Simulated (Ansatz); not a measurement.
# BF (SMILES [B]F): levels of theory compared

We compute a comparison of 6 runs (BLYP/STO-3G, CAM-B3LYP/STO-3G, PBE/STO-3G, UPBE/STO-3G, revPBE/STO-3G, UCCSD(T)/STO-3G) of BF. 

The calculation is run with Ansatz 0.2.0.

35 further runs of the same task are left out: 1 that didn't finish, 34 set aside as unsound or not needed.

### Step 1. The molecule

BF has 2 atoms, charge 0, and is taken as a singlet. As SMILES, `[B]F`. The F2–B1 distance was set to 1.579 Å, away from the relaxed value.

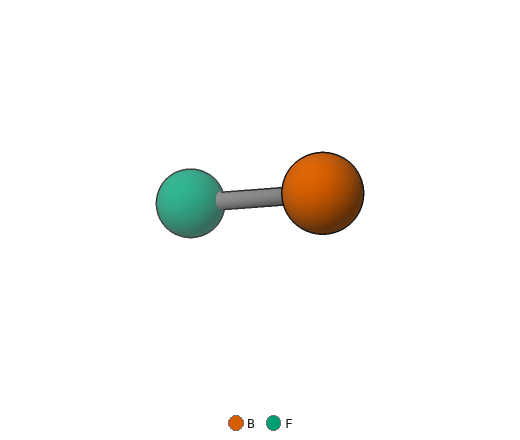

Viewed from a chosen angle; boron orange, fluorine teal.

### Step 2. The energy at BLYP/STO-3G (run 1)

Input file molecule.yaml:

```yaml
basis:
  gaussian:
    orbitals: STO-3G
crystal:
  periodic: [false, false, false]
  atoms:
    - {symbol: B, position_ang: [0.000000, -0.000000, -0.325160]}
    - {symbol: F, position_ang: [-0.000000, 0.000000, 1.253740]}
hamiltonian:
  xc: {name: BLYP}
accuracy: high
```

On the command line:

```sh
$ ansatz run molecule.yaml --threads 1 --pin off --max-ram 3480MiB --events-out events.jsonl --progress --plain --runs-dir runs
```

What it wrote:

```text
Warning: RAYON_NUM_THREADS=1 ignored (pool sized by the plan → 1); use --threads N
Functional definition: BLYP
  name "BLYP"
  parameter beta = 0.0042
  parameter a = 0.04918
  parameter b = 0.132
  parameter c = 0.2533
  parameter d = 0.349
  exchange = b88_x(beta = beta)
  correlation = lyp_c(a = a, b = b, c = c, d = d)
149 factors; integrals over basis functions are off by at most 3.7e-8 eV
mean field evaluation 1: about -3340.9954 eV, gradient 5.1e0 eV
mean field evaluation 2: about -3340.9315 eV, gradient 8.0e0 eV
mean field evaluation 4: about -3341.1579 eV, gradient 7.3e-1 eV
mean field evaluation 8: about -3341.1230 eV, gradient 3.2e-3 eV
mean field evaluation 16: about -3341.1230 eV, gradient 5.0e-9 eV
mean field -3341.12304639 eV, -122.7840072604 hartree, gradient 2.2e-8 eV, S^2 0.000000; 0 other end points of the search recorded, 0 dependent functions left out
reference -3341.12307206 eV, -122.7840082036 hartree; 7, 7 occupied and 3, 3 virtual orbitals, 149 factors
Total energy: -3341.12307206 eV, -122.7840082036 hartree
```

It took 0.22 s on 1 thread of Intel Xeon 6975P-C (Granite Rapids), shared host.

### Step 3. A single-point energy at CAM-B3LYP/STO-3G (run 2)

Input file in.yaml:

```yaml
crystal:
  periodic: [false, false, false]
  atoms:
    - {symbol: B, position_ang: [0.000000, -0.000000, -0.325160]}
    - {symbol: F, position_ang: [-0.000000, 0.000000, 1.253740]}
basis:
  gaussian:
    orbitals: STO-3G
hamiltonian:
  xc: {name: CAM-B3LYP}
accuracy: high
total_charge: 0
```

On the command line:

```sh
$ ansatz run in.yaml --threads 1 --pin off --max-ram 3480MiB --events-out events.jsonl --progress --plain --runs-dir runs
```

What it wrote:

```text
Warning: RAYON_NUM_THREADS=1 ignored (pool sized by the plan → 1); use --threads N
Functional definition: CAM-B3LYP
  name "CAM-B3LYP"
  parameter alpha = 0.19
  parameter beta = 0.46
  parameter omega = 0.33/bohr
  parameter ac = 0.81
  exchange = (1 - alpha - beta)*b88_x + beta*b88_x_sr(omega) + alpha*exact_x + beta*exact_x_lr(omega)
  correlation = (1 - ac)*vwn5_c + ac*lyp_c
149 factors; integrals over basis functions are off by at most 3.7e-8 eV
97 factors; integrals over basis functions are off by at most 8.2e-10 eV
mean field evaluation 1: about -3338.7793 eV, gradient 1.8e1 eV
mean field evaluation 2: about -3332.5412 eV, gradient 5.8e1 eV
mean field evaluation 4: about -3340.2048 eV, gradient 4.3e-2 eV
mean field evaluation 8: about -3340.1795 eV, gradient 1.3e-3 eV
mean field evaluation 16: about -3340.1795 eV, gradient 7.8e-8 eV
mean field -3340.17949151 eV, -122.7493322581 hartree, gradient 7.8e-8 eV, S^2 0.000000; 0 other end points of the search recorded, 0 dependent functions left out
reference -3340.17950050 eV, -122.7493325885 hartree; 7, 7 occupied and 3, 3 virtual orbitals, 149 factors
Total energy: -3340.17950050 eV, -122.7493325885 hartree
```

Wall time 0.24 s (1 thread of Intel Xeon 6975P-C (Granite Rapids), shared host).

### Step 4. The energy at PBE/STO-3G (run 3)

Input file in.yaml:

```yaml
crystal:
  periodic: [false, false, false]
  atoms:
    - symbol: B
      position_ang: [0.000000, -0.000000, -0.325160]
    - symbol: F
      position_ang: [-0.000000, 0.000000, 1.253740]
basis:
  gaussian:
    orbitals: STO-3G
accuracy: high
hamiltonian:
  xc: pbe
```

On the command line:

```sh
$ ansatz run in.yaml --threads 1 --pin off --max-ram 3480MiB --events-out events.jsonl --progress --plain --runs-dir runs
```

What it wrote:

```text
Warning: RAYON_NUM_THREADS=1 ignored (pool sized by the plan → 1); use --threads N
Functional definition: PBE
  name "PBE"
  parameter kappa = 0.804
  parameter beta = 0.06672455060314922
  exchange = pbe_x(kappa = kappa, mu = beta*pi^2/3)
  correlation = pbe_c(beta = beta)
149 factors; integrals over basis functions are off by at most 3.7e-8 eV
mean field evaluation 1: about -3338.1996 eV, gradient 5.3e0 eV
mean field evaluation 2: about -3338.1352 eV, gradient 8.2e0 eV
mean field evaluation 4: about -3338.3718 eV, gradient 7.7e-1 eV
mean field evaluation 8: about -3338.3378 eV, gradient 5.4e-3 eV
mean field evaluation 16: about -3338.3378 eV, gradient 1.1e-8 eV
mean field -3338.33780270 eV, -122.6816514424 hartree, gradient 1.3e-8 eV, S^2 0.000000; 0 other end points of the search recorded, 0 dependent functions left out
reference -3338.33780392 eV, -122.6816514874 hartree; 7, 7 occupied and 3, 3 virtual orbitals, 149 factors
Total energy: -3338.33780392 eV, -122.6816514874 hartree
```

It took 0.22 s on 1 thread of Intel Xeon 6975P-C (Granite Rapids), shared host.

Runs 4 to 5 aren't shown in full; the table further down has their settings and results.

### Step 5. The energy at UCCSD(T)/STO-3G (run 6)

Input file molecule.yaml:

```yaml
crystal:
  periodic: [false, false, false]
  atoms:
    - {symbol: B, position_ang: [0.000000, -0.000000, -0.325160]}
    - {symbol: F, position_ang: [-0.000000, 0.000000, 1.253740]}
basis:
  gaussian:
    orbitals: STO-3G
magnetization:
  spin_polarized: true
correlation:
  method: ccsd_t
  frozen_orbitals: {B: 1, F: 1}
accuracy: high
scf:
  omitted_lower_state_checks: [cluster_reference, increment]
```

On the command line:

```sh
$ ansatz run molecule.yaml --threads 1 --pin off --max-ram 3480MiB --events-out events.jsonl --progress --plain --runs-dir runs
```

What it wrote:

```text
Warning: RAYON_NUM_THREADS=1 ignored (pool sized by the plan → 1); use --threads N
Functional definition: HF
  name "HF"
  exchange = exact_x
  correlation = 0
these checks for a lower state are left out or cut short: cluster_reference, increment
149 factors; integrals over basis functions are off by at most 3.7e-8 eV
mean field evaluation 1: about -3324.7172 eV, gradient 1.6e1 eV
mean field evaluation 2: about -3324.7555 eV, gradient 1.5e1 eV
mean field evaluation 4: about -3327.3139 eV, gradient 1.3e0 eV
mean field evaluation 8: about -3327.3492 eV, gradient 5.1e-2 eV
mean field evaluation 16: about -3327.3796 eV, gradient 1.6e-1 eV
mean field evaluation 32: about -3327.3492 eV, gradient 4.9e-7 eV
mean field -3327.38065054 eV, -122.2789835279 hartree, gradient 6.6e-8 eV, S^2 0.191439; 4 other end points of the search recorded, 0 dependent functions left out
2 core orbitals not correlated: weight in the atoms' cores, before any rotation towards them, 1.000 or more for the frozen orbitals, at most 0.000 for the correlated occupied ones
reference -3327.38065054 eV, -122.2789835279 hartree; 5, 5 occupied and 3, 3 virtual orbitals, 149 factors
second order -1.62963451 eV of doubles, -0.00000000 eV of singles
cycle   1  -1.74902925 eV  change   -1.2e-1 eV  update   1.3e-1
cycle   2  -2.06019331 eV  change   -3.1e-1 eV  update   6.2e-2
cycle   3  -2.24600502 eV  change   -1.9e-1 eV  update   4.7e-2
cycle   4  -2.32374497 eV  change   -7.8e-2 eV  update   2.7e-2
cycle   5  -2.39344481 eV  change   -7.0e-2 eV  update   1.6e-2
cycle   6  -2.40836804 eV  change   -1.5e-2 eV  update   7.1e-3
cycle   7  -2.40165589 eV  change    6.7e-3 eV  update   2.7e-3
cycle   8  -2.40581548 eV  change   -4.2e-3 eV  update   8.3e-4
cycle   9  -2.40644542 eV  change   -6.3e-4 eV  update   4.2e-4
cycle  10  -2.40595544 eV  change    4.9e-4 eV  update   1.8e-4
cycle  11  -2.40605514 eV  change   -1.0e-4 eV  update   4.5e-5
cycle  12  -2.40604240 eV  change    1.3e-5 eV  update   1.7e-5
cycle  13  -2.40606144 eV  change   -1.9e-5 eV  update   6.9e-6
cycle  14  -2.40606634 eV  change   -4.9e-6 eV  update   2.1e-6
cycle  15  -2.40606575 eV  change    5.9e-7 eV  update   8.9e-7
cycle  16  -2.40606553 eV  change    2.2e-7 eV  update   3.1e-7
cycle  17  -2.40606504 eV  change    4.9e-7 eV  update   1.7e-7
cycle  18  -2.40606518 eV  change   -1.3e-7 eV  update   6.8e-8
cycle  19  -2.40606487 eV  change    3.0e-7 eV  update   9.4e-8
cycle  20  -2.40606464 eV  change    2.3e-7 eV  update   7.0e-8
cycle  21  -2.40606449 eV  change    1.6e-7 eV  update   3.9e-8
cycle  22  -2.40606445 eV  change    3.7e-8 eV  update   1.5e-8
cycle  23  -2.40606445 eV  change   -2.8e-9 eV  update   5.8e-9
cycle  24  -2.40606445 eV  change   4.3e-10 eV  update   2.1e-9
cycle  25  -2.40606445 eV  change   5.0e-10 eV  update  8.6e-10
perturbative correction -0.27595464 eV, -0.0101411461 hartree
Total energy: -3330.06266964 eV, -122.3775459116 hartree
Checks for a lower state left out: cluster_reference, increment
```

Wall time 0.18 s (1 thread of Intel Xeon 6975P-C (Granite Rapids), shared host).

### Step 6. All runs side by side

```tsv
run	level	frozen core orbitals	energy (Eh)	wall time
1	BLYP/STO-3G	–	-122.784008	0.22 s
2	CAM-B3LYP/STO-3G	–	-122.749333	0.24 s
3	PBE/STO-3G	–	-122.681651	0.22 s
4	UPBE/STO-3G	–	-122.681651	0.3 s
5	revPBE/STO-3G	–	-122.791677	0.2 s
6	UCCSD(T)/STO-3G	2	-122.377546	0.18 s
```

### Step 7. Outcome

```
                                          quantity          value
                               run 6: total energy  -122.37755 Eh
run 6: correlation energy (2 core orbitals frozen)      -98.6 mEh
                             run 6: (T) correction     -10.14 mEh
          run 6: ⟨S²⟩ of the reference determinant          0.191
                              run 6: T1 diagnostic          0.069
```

**Reading.** Totals of different functionals can't be ranked against each other. In runs 1, 2, 3, 4, 5, 6 the basis is minimal, so the values are rough. Spin contamination of the reference: run 6 ⟨S²⟩ = 0.19. All runs together took 1.4 s, the longest 0.3 s.
